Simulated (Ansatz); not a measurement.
Geometry relaxation, with input and output: SnH5ClO (part 2 of 3)

The same run, continued: SnH5ClO; RHF/def2-SVP (Ansatz 0.2.0). It belongs to a series of runs on one base structure; here: end point B relaxed.

Geometry of the input (Å):
```
Sn 0.3520  0.3096  -0.4495
Cl -0.5939  0.4195  3.0459
H  1.4093  0.0954  -1.7651
O  -1.1365  1.3515  -1.2107
H  -1.9135  1.4636  -0.6860
H  -0.2283  -1.1593  0.1772
H  1.1246  1.2641  0.7718
H  0.4087  1.0722  2.4858
```

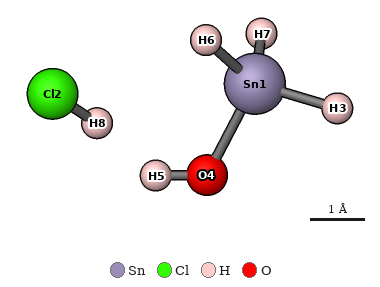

The geometry at step 26 of the log (ball-and-stick view, seen at a tilt; atoms are numbered from 1 in the order of the input).

## Trajectory as extended XYZ, continued
```
8
Properties=species:S:1:pos:R:3:forces:R:3 step=11 energy=-20419.25327
Sn    0.4470    0.2525   -0.7144    0.0250  -0.0105   0.0506
Cl   -0.9028    0.6161    3.1392    0.3682   0.2268   0.0932
H     1.2798    0.1183   -2.1933   -0.0386   0.0259  -0.0223
O    -1.1618    1.3104   -1.1375    0.0195  -0.0104   0.0167
H    -1.7982    1.4562   -0.4541    0.0489  -0.0210  -0.0033
H    -0.0182   -1.2741   -0.1081   -0.0223  -0.0087  -0.0104
H     1.3870    1.0931    0.4436   -0.0086   0.0177  -0.0230
H     0.1896    1.2441    3.3940   -0.3923  -0.2199  -0.1016
8
Properties=species:S:1:pos:R:3:forces:R:3 step=12 energy=-20419.25466
Sn    0.4489    0.2527   -0.7163    0.1578  -0.0686  -0.0870
Cl   -0.9244    0.6187    3.1170    0.1706   0.1176   0.0422
H     1.2592    0.1213   -2.2099   -0.0254   0.0084   0.0103
O    -1.1601    1.3145   -1.1241    0.0634  -0.0532   0.0859
H    -1.7445    1.4348   -0.3931   -0.1488   0.0890   0.0088
H    -0.0154   -1.2728   -0.1071   -0.0200  -0.0062  -0.0045
H     1.4043    1.0922    0.4279   -0.0042   0.0210  -0.0014
H     0.1545    1.2550    3.3750   -0.1934  -0.1081  -0.0543
8
Properties=species:S:1:pos:R:3:forces:R:3 step=13 energy=-20419.25667
Sn    0.4975    0.2276   -0.7128   -0.2089   0.1589  -0.1609
Cl   -1.0429    0.7210    3.0005    0.5549   0.2543   0.1587
H     1.1973    0.1551   -2.2707   -0.0044  -0.0181   0.1225
O    -1.1414    1.2997   -0.9935   -0.0213  -0.0695   0.2747
H    -1.7003    1.4054   -0.2336    0.1268   0.0067  -0.2181
H     0.0267   -1.3099   -0.1339    0.0989   0.0126   0.0122
H     1.4897    1.0761    0.3968    0.0275  -0.0983  -0.0213
H     0.0959    1.2415    3.3165   -0.5736  -0.2465  -0.1677
8
Properties=species:S:1:pos:R:3:forces:R:3 step=14 energy=-20419.27328
Sn    0.5151    0.2234   -0.7509   -0.0302  -0.0060  -0.0729
Cl   -1.1252    0.7394    3.0447    0.0015  -0.0068  -0.0247
H     1.1301    0.1651   -2.3386   -0.0104   0.0044   0.0133
O    -1.1188    1.3128   -0.9123    0.0470  -0.0162  -0.0202
H    -1.6707    1.3961   -0.1511   -0.0008   0.0021   0.0571
H     0.1055   -1.3288   -0.1689   -0.0011  -0.0068   0.0115
H     1.6121    1.0018    0.3045   -0.0033   0.0154   0.0402
H    -0.0256    1.3067    3.3420   -0.0028   0.0139  -0.0042
8
Properties=species:S:1:pos:R:3:forces:R:3 step=15 energy=-20419.27444
Sn    0.5318    0.2061   -0.7703   -0.1638   0.1386   0.0650
Cl   -1.1691    0.7293    2.9144    0.1573   0.0942   0.0679
H     1.0727    0.1883   -2.3935   -0.0658   0.0235   0.1462
O    -1.1092    1.3149   -0.7901    0.0209  -0.1085   0.2493
H    -1.5903    1.3984    0.0264    0.2458  -0.0608  -0.3102
H     0.1615   -1.3551   -0.1820   -0.0305  -0.0191  -0.0713
H     1.6657    0.9377    0.2888    0.0010   0.0219  -0.0776
H    -0.1405    1.3969    3.2757   -0.1649  -0.0897  -0.0692
8
Properties=species:S:1:pos:R:3:forces:R:3 step=16 energy=-20419.28003
Sn    0.5299    0.1990   -0.7506   -0.0712   0.0996  -0.0603
Cl   -1.1645    0.7133    2.9193    0.1355   0.0882   0.0491
H     1.0615    0.1957   -2.3709   -0.0240   0.0127   0.0261
O    -1.1059    1.3078   -0.7803    0.0268  -0.0747   0.2013
H    -1.5790    1.4072    0.0361    0.1418  -0.0427  -0.1860
H     0.1530   -1.3817   -0.2177   -0.0007   0.0485   0.0243
H     1.6906    0.9483    0.2679   -0.0699  -0.0501  -0.0014
H    -0.1630    1.4269    3.2657   -0.1384  -0.0816  -0.0531
8
Properties=species:S:1:pos:R:3:forces:R:3 step=17 energy=-20419.28403
Sn    0.5369    0.1949   -0.7725   -0.0113   0.0359   0.0639
Cl   -1.1663    0.6825    2.9377    0.0993   0.0820   0.0269
H     1.0401    0.2024   -2.3989   -0.0179   0.0145  -0.0002
O    -1.0909    1.3068   -0.7490    0.0454  -0.0166  -0.0154
H    -1.5397    1.4030    0.0771    0.0253  -0.0292  -0.0019
H     0.1591   -1.3813   -0.2290    0.0018   0.0167  -0.0094
H     1.7103    0.9223    0.2475   -0.0439  -0.0314  -0.0293
H    -0.2270    1.4858    3.2565   -0.0987  -0.0720  -0.0346
8
Properties=species:S:1:pos:R:3:forces:R:3 step=18 energy=-20419.28519
Sn    0.5422    0.1902   -0.7762    0.0209   0.0343   0.0646
Cl   -1.1576    0.6696    2.9133    0.1305   0.1261   0.0599
H     1.0124    0.2175   -2.4124   -0.0073   0.0071   0.0050
O    -1.0735    1.3151   -0.7132    0.0532  -0.0091  -0.1025
H    -1.5239    1.3848    0.1128   -0.0179  -0.0202   0.0820
H     0.1661   -1.3893   -0.2427   -0.0099   0.0058  -0.0148
H     1.7366    0.8939    0.2354   -0.0370  -0.0244  -0.0371
H    -0.2799    1.5347    3.2525   -0.1324  -0.1195  -0.0571
8
Properties=species:S:1:pos:R:3:forces:R:3 step=19 energy=-20419.28598
Sn    0.5452    0.1890   -0.7762    0.0277   0.0038   0.0173
Cl   -1.1457    0.6474    2.9396    0.1668   0.1826   0.0505
H     1.0088    0.2280   -2.4143    0.0053  -0.0005   0.0130
O    -1.0621    1.3227   -0.7062   -0.0148   0.0194  -0.0235
H    -1.5191    1.3732    0.1187   -0.0078  -0.0177   0.0287
H     0.1573   -1.3906   -0.2536   -0.0062  -0.0029  -0.0129
H     1.7398    0.8797    0.2394   -0.0049  -0.0126  -0.0174
H    -0.3016    1.5671    3.2219   -0.1661  -0.1721  -0.0557
8
Properties=species:S:1:pos:R:3:forces:R:3 step=20 energy=-20419.28907
Sn    0.5511    0.1837   -0.7821    0.0088  -0.0034   0.0025
Cl   -1.1514    0.6794    2.9593    0.0001  -0.0061  -0.0037
H     1.0126    0.2749   -2.4177    0.0031   0.0061  -0.0058
O    -1.0521    1.3205   -0.6631   -0.0049   0.0038   0.0082
H    -1.5166    1.3146    0.1597   -0.0051  -0.0017   0.0001
H     0.1529   -1.4111   -0.3173   -0.0053  -0.0078  -0.0007
H     1.7547    0.8297    0.2493    0.0025  -0.0026   0.0011
H    -0.3287    1.6248    3.1813    0.0008   0.0118  -0.0017
8
Properties=species:S:1:pos:R:3:forces:R:3 step=21 energy=-20419.28958
Sn    0.5570    0.1752   -0.7847   -0.0161   0.0077  -0.0106
Cl   -1.1354    0.6998    2.9532    0.0581   0.0667   0.0335
H     1.0122    0.3339   -2.4187   -0.0077  -0.0019   0.0155
O    -1.0349    1.3233   -0.6020   -0.1148  -0.0629   0.2481
H    -1.5145    1.2435    0.2137    0.1332   0.0440  -0.2527
H     0.1406   -1.4357   -0.3861    0.0078   0.0291  -0.0080
H     1.7737    0.7668    0.2637    0.0008  -0.0124  -0.0003
H    -0.3762    1.7096    3.1303   -0.0613  -0.0703  -0.0255
8
Properties=species:S:1:pos:R:3:forces:R:3 step=22 energy=-20419.29037
Sn    0.5592    0.1757   -0.7854   -0.0017  -0.0126  -0.0258
Cl   -1.1196    0.6803    3.0043    0.1185   0.1713   0.0026
H     1.0098    0.3460   -2.4196   -0.0025   0.0045   0.0210
O    -1.0302    1.3275   -0.5959   -0.0521  -0.0548   0.2097
H    -1.5135    1.2424    0.2156    0.0857   0.0269  -0.1808
H     0.1388   -1.4378   -0.4031   -0.0035   0.0273  -0.0024
H     1.7852    0.7431    0.2674   -0.0277   0.0031  -0.0111
H    -0.4073    1.7392    3.0861   -0.1167  -0.1657  -0.0131
8
Properties=species:S:1:pos:R:3:forces:R:3 step=23 energy=-20419.29158
Sn    0.5605    0.1714   -0.7855   -0.0200   0.0383   0.0280
Cl   -1.0980    0.6715    2.9937    0.0530   0.0847   0.0051
H     1.0128    0.3528   -2.4171   -0.0023  -0.0115   0.0092
O    -1.0212    1.3299   -0.5832   -0.0388  -0.0235   0.0877
H    -1.5133    1.2338    0.2197    0.0433   0.0114  -0.0896
H     0.1245   -1.4362   -0.4018    0.0152   0.0034  -0.0155
H     1.7788    0.7429    0.2727    0.0036  -0.0217  -0.0147
H    -0.4215    1.7504    3.0708   -0.0539  -0.0811  -0.0101
8
Properties=species:S:1:pos:R:3:forces:R:3 step=24 energy=-20419.29390
Sn    0.5715    0.1743   -0.7767   -0.0223   0.0151  -0.0039
Cl   -1.0963    0.6743    3.0206    0.0023  -0.0034   0.0004
H     0.9876    0.3833   -2.4143    0.0013  -0.0035   0.0008
O    -0.9821    1.3574   -0.5077    0.0006  -0.0086   0.0122
H    -1.5277    1.1827    0.2437    0.0114  -0.0049  -0.0068
H     0.1177   -1.4355   -0.4251    0.0005   0.0034  -0.0043
H     1.8276    0.6954    0.2593    0.0092  -0.0050   0.0094
H    -0.4758    1.7847    2.9696   -0.0029   0.0069  -0.0078
8
Properties=species:S:1:pos:R:3:forces:R:3 step=25 energy=-20419.29466
Sn    0.5716    0.1779   -0.7720   -0.0141  -0.0244   0.0110
Cl   -1.0708    0.6689    3.0146    0.0389   0.0764   0.0023
H     0.9873    0.3946   -2.4086   -0.0012   0.0211   0.0015
O    -0.9782    1.3608   -0.4811   -0.0271  -0.0040   0.0511
H    -1.5282    1.1680    0.2640    0.0465   0.0016  -0.0607
H     0.1107   -1.4342   -0.4421   -0.0052  -0.0049   0.0023
H     1.8320    0.6736    0.2718    0.0029   0.0074  -0.0049
H    -0.5019    1.8068    2.9228   -0.0407  -0.0731  -0.0027
8
Properties=species:S:1:pos:R:3:forces:R:3 step=26 energy=-20419.26990 accepted=F
Sn    0.5837    0.1758   -0.7589    0.0249   0.0249  -0.0471
Cl   -1.0567    0.6756    3.0830    0.4310   1.0416  -0.2933
H     0.9634    0.4525   -2.3974   -0.0017  -0.0099   0.0177
O    -0.9273    1.3930   -0.3863   -0.6112  -0.3693   0.7851
H    -1.5461    1.0998    0.2903    0.6426   0.3156  -0.7335
H     0.0922   -1.4383   -0.4774   -0.0093   0.0402   0.0048
H     1.8887    0.6101    0.2596   -0.0459  -0.0092  -0.0041
H    -0.5754    1.8481    2.7566   -0.4304  -1.0339   0.2705
8
Properties=species:S:1:pos:R:3:forces:R:3 step=27 energy=-20419.29748
Sn    0.5765    0.1756   -0.7656    0.0085   0.0009  -0.0131
Cl   -1.0653    0.6853    3.0429    0.0305   0.0568  -0.0041
H     0.9775    0.4324   -2.4003    0.0019   0.0015   0.0008
O    -0.9558    1.3704   -0.4301   -0.0274  -0.0199   0.0678
H    -1.5320    1.1254    0.2785    0.0197   0.0171  -0.0483
H     0.0996   -1.4374   -0.4648   -0.0035  -0.0001  -0.0015
H     1.8515    0.6412    0.2735    0.0022  -0.0034   0.0014
H    -0.5295    1.8235    2.8354   -0.0319  -0.0529  -0.0030
8
Properties=species:S:1:pos:R:3:forces:R:3 step=28 energy=-20419.29914
Sn    0.5813    0.1791   -0.7596    0.0296  -0.0078  -0.0152
Cl   -1.0472    0.6978    3.0791    0.1440   0.3268  -0.0931
H     0.9725    0.4612   -2.3932   -0.0006   0.0064   0.0100
O    -0.9338    1.3844   -0.3771   -0.1682  -0.1166   0.2486
H    -1.5443    1.0828    0.2847    0.1561   0.1071  -0.2116
H     0.0866   -1.4341   -0.4878   -0.0085   0.0077  -0.0020
H     1.8690    0.6074    0.2801   -0.0062  -0.0016  -0.0105
H    -0.5617    1.8378    2.7432   -0.1462  -0.3219   0.0739
8
Properties=species:S:1:pos:R:3:forces:R:3 step=29 energy=-20419.30107
Sn    0.5859    0.1766   -0.7421    0.0526   0.0273  -0.0378
Cl   -1.0007    0.7107    3.1207    0.2293   0.6486  -0.2915
H     0.9700    0.5022   -2.3698   -0.0100  -0.0214   0.0007
O    -0.9062    1.3967   -0.3113   -0.2960  -0.1750   0.3630
H    -1.5647    1.0487    0.2817    0.2589   0.1702  -0.2925
H     0.0573   -1.4318   -0.5043    0.0170   0.0267  -0.0012
H     1.8904    0.5791    0.2863   -0.0209  -0.0348   0.0032
H    -0.6095    1.8342    2.6081   -0.2309  -0.6416   0.2560
8
Properties=species:S:1:pos:R:3:forces:R:3 step=30 energy=-20419.30513
Sn    0.5933    0.2052   -0.7284    0.1156  -0.1659   0.0511
Cl   -0.9322    0.7521    3.1887    0.2341   0.9077  -0.6480
H     0.9511    0.5235   -2.3633    0.0083   0.0722   0.0355
O    -0.8756    1.4246   -0.2135   -0.6394  -0.3454   0.5394
H    -1.6069    1.0116    0.2509    0.6026   0.3741  -0.4639
H     0.0562   -1.4031   -0.5205   -0.0572  -0.0066  -0.0078
H     1.9037    0.5171    0.3249   -0.0285   0.0642  -0.0907
H    -0.6672    1.7854    2.4306   -0.2355  -0.9002   0.5844
8
Properties=species:S:1:pos:R:3:forces:R:3 step=31 energy=-20419.37656
Sn    0.6111    0.1962   -0.7023    0.0266   0.0003   0.0128
Cl   -0.9194    0.7981    3.2392    0.0406   0.1916  -0.1600
H     0.8952    0.5354   -2.3485   -0.0044   0.0066   0.0146
O    -0.8053    1.4472   -0.0962   -0.1072  -0.1014   0.2251
H    -1.6217    1.0502    0.1758    0.0898   0.0724  -0.1384
H     0.0370   -1.3951   -0.4691   -0.0125   0.0096  -0.0089
H     1.9703    0.5297    0.2699   -0.0088   0.0071  -0.0269
H    -0.7447    1.6548    2.3006   -0.0241  -0.1863   0.0815
8
Properties=species:S:1:pos:R:3:forces:R:3 step=32 energy=-20419.42668
Sn    0.6178    0.1992   -0.6800    0.0619  -0.0172  -0.0330
Cl   -0.9202    0.9080    3.2953    0.0874   0.2045  -0.3305
H     0.8565    0.5759   -2.3250   -0.0065   0.0038   0.0066
O    -0.7781    1.4325    0.0124   -0.2544  -0.1748   0.2504
H    -1.6485    1.0617    0.1005    0.1968   0.1672  -0.1218
H     0.0352   -1.3901   -0.4677   -0.0045  -0.0075  -0.0071
H     1.9924    0.5225    0.2671    0.0041   0.0071  -0.0095
H    -0.7327    1.5068    2.1667   -0.0849  -0.1830   0.2447
8
Properties=species:S:1:pos:R:3:forces:R:3 step=33 energy=-20419.33199 accepted=F
Sn    0.6248    0.1942   -0.6594    0.1617  -0.0207   0.1677
Cl   -0.8634    1.0034    3.3262    0.0837   0.3531  -0.9358
H     0.8226    0.6134   -2.3014   -0.0906   0.0551   0.0350
O    -0.7420    1.3768    0.1957   -3.0954  -1.0544  -0.9401
H    -1.6896    1.0997   -0.0396    2.9908   1.0596   0.8074
H     0.0387   -1.3979   -0.4815    0.0188   0.0011  -0.0309
H     2.0168    0.5137    0.2604    0.0155  -0.0284  -0.0332
H    -0.7853    1.4132    2.0691   -0.0844  -0.3654   0.9299
8
Properties=species:S:1:pos:R:3:forces:R:3 step=34 energy=-20419.45733
Sn    0.6144    0.1921   -0.6464    0.0180  -0.0021   0.0067
Cl   -0.8506    0.9345    3.2392    0.0577   0.1721  -0.1795
H     0.8377    0.6188   -2.2824   -0.0138   0.0070   0.0159
O    -0.7866    1.3954    0.1021   -0.1133  -0.1091   0.0536
H    -1.6800    1.0803    0.0555    0.1206   0.1088  -0.0667
H     0.0406   -1.4065   -0.4818    0.0062   0.0115  -0.0061
H     1.9865    0.5085    0.3053   -0.0095   0.0031  -0.0185
H    -0.7395    1.4934    2.0779   -0.0658  -0.1912   0.1946
8
Properties=species:S:1:pos:R:3:forces:R:3 step=35 energy=-20419.48314
Sn    0.6166    0.1852   -0.6345    0.0428  -0.0082  -0.0024
Cl   -0.8025    0.9826    3.2724    0.0195   0.0766  -0.0849
H     0.8118    0.6288   -2.2698   -0.0074   0.0012   0.0117
O    -0.7806    1.3745    0.1422   -0.1561  -0.0935   0.0335
H    -1.6842    1.1405   -0.0241    0.1091   0.0947  -0.0450
H     0.0552   -1.4181   -0.4780    0.0077   0.0106  -0.0045
H     1.9899    0.5135    0.3085   -0.0030  -0.0037  -0.0200
H    -0.7838    1.4096    2.0527   -0.0126  -0.0777   0.1116
8
Properties=species:S:1:pos:R:3:forces:R:3 step=36 energy=-20419.50447
Sn    0.6196    0.1652   -0.6231   -0.0456   0.0351   0.0115
Cl   -0.7558    1.0834    3.3232    0.0087   0.0244  -0.1258
H     0.7724    0.6686   -2.2445    0.0061  -0.0022  -0.0154
O    -0.7993    1.2990    0.2038   -0.2356  -0.0973  -0.1177
H    -1.6823    1.2332   -0.1420    0.2684   0.0560   0.0827
H     0.0957   -1.4522   -0.5100    0.0114  -0.0112  -0.0038
H     1.9924    0.5025    0.3125    0.0097   0.0002   0.0003
H    -0.8202    1.3168    2.0496   -0.0231  -0.0052   0.1683
8
Properties=species:S:1:pos:R:3:forces:R:3 step=37 energy=-20419.51210
Sn    0.6182    0.1537   -0.6409    0.0331  -0.0353   0.0334
Cl   -0.7637    1.1303    3.3972   -0.0055   0.0033  -0.0817
H     0.7453    0.6693   -2.2638   -0.0142   0.0012   0.0264
O    -0.8082    1.2465    0.2195   -0.0073  -0.0450  -0.0053
H    -1.6472    1.3108   -0.2128    0.0242   0.0185   0.0155
H     0.1471   -1.4822   -0.5312   -0.0134   0.0226  -0.0211
H     2.0036    0.4937    0.2802   -0.0186   0.0240  -0.0205
H    -0.8727    1.2943    2.1212    0.0015   0.0106   0.0533
8
Properties=species:S:1:pos:R:3:forces:R:3 step=38 energy=-20419.50512 accepted=F
Sn    0.6416    0.1237   -0.6380   -0.2378   0.1970  -0.0997
Cl   -0.7950    1.1495    3.3916   -0.0032   0.0069  -0.0074
H     0.7127    0.6844   -2.2461    0.0707  -0.0426  -0.0596
O    -0.7860    1.2046    0.2282    0.0750   0.0456   0.2538
H    -1.6221    1.3288   -0.1892   -0.0888  -0.0202  -0.1420
H     0.1365   -1.4945   -0.5568    0.0698  -0.1129   0.0214
H     2.0133    0.5173    0.2663    0.0986  -0.0631   0.0458
H    -0.8784    1.3026    2.1133    0.0155  -0.0107  -0.0124
8
Properties=species:S:1:pos:R:3:forces:R:3 step=39 energy=-20419.51383
Sn    0.6201    0.1468   -0.6384    0.0162  -0.0152   0.0194
Cl   -0.7721    1.1372    3.3943   -0.0014   0.0031  -0.0377
H     0.7310    0.6723   -2.2588   -0.0095   0.0037   0.0133
O    -0.8081    1.2272    0.2338    0.0163  -0.0269  -0.0030
H    -1.6340    1.3309   -0.2144   -0.0061   0.0140  -0.0005
H     0.1551   -1.4901   -0.5378   -0.0058   0.0066  -0.0098
H     2.0079    0.4980    0.2730   -0.0072   0.0105  -0.0100
H    -0.8774    1.2942    2.1175   -0.0025   0.0043   0.0284
8
Properties=species:S:1:pos:R:3:forces:R:3 step=40 energy=-20419.51069 accepted=F
Sn    0.6253    0.1316   -0.6365   -0.0136   0.0320  -0.0269
Cl   -0.7826    1.1619    3.4056   -0.0048  -0.0005  -0.0046
H     0.7023    0.6818   -2.2509    0.0087  -0.0102   0.0006
O    -0.8066    1.1918    0.2520   -0.5884   0.1234  -0.3193
H    -1.6124    1.3731   -0.2313    0.5765  -0.1298   0.3395
H     0.1757   -1.5090   -0.5534    0.0046  -0.0062   0.0068
H     2.0186    0.5004    0.2574    0.0095  -0.0114   0.0041
H    -0.8979    1.2848    2.1265    0.0076   0.0029  -0.0003
8
Properties=species:S:1:pos:R:3:forces:R:3 step=41 energy=-20419.51461
Sn    0.6219    0.1396   -0.6377    0.0008  -0.0027   0.0050
Cl   -0.7772    1.1508    3.3983   -0.0005   0.0019  -0.0084
H     0.7179    0.6786   -2.2543   -0.0033   0.0014   0.0034
O    -0.8106    1.2054    0.2442    0.0042  -0.0090   0.0002
H    -1.6209    1.3515   -0.2205    0.0017   0.0051  -0.0001
H     0.1656   -1.4995   -0.5473    0.0005  -0.0002  -0.0035
H     2.0122    0.4983    0.2661   -0.0017   0.0025  -0.0024
H    -0.8863    1.2917    2.1205   -0.0017   0.0011   0.0059
```

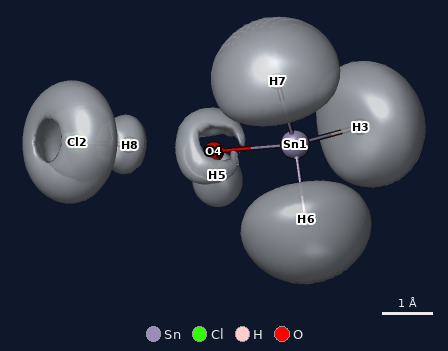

Isosurface of the electron localisation function at 0.85 (grey), seen from the side. Core shells and regions of very low density are left out. Along the contacts the grid gives the following. O4···H8 (1.88 Å): the ELF is only about 0.10 between them (a non-bonded, intermolecular contact). Sn–O (1.99 Å): the ELF peaks at about 0.85 in the valence shell of O, 0.6 Å from its nucleus, and drops to about 0.10 between the two atoms.

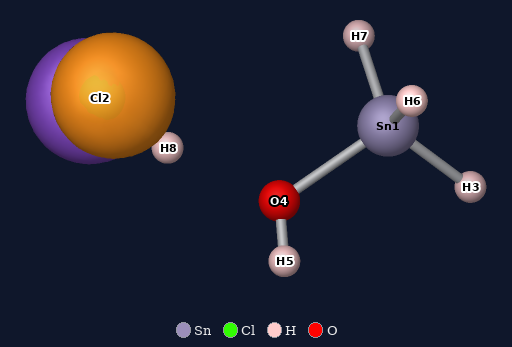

One frontier orbital at ±0.2 Å⁻³ᐟ² (orange and purple are the two phases), seen face on. The HOMO, at −11.67 eV.
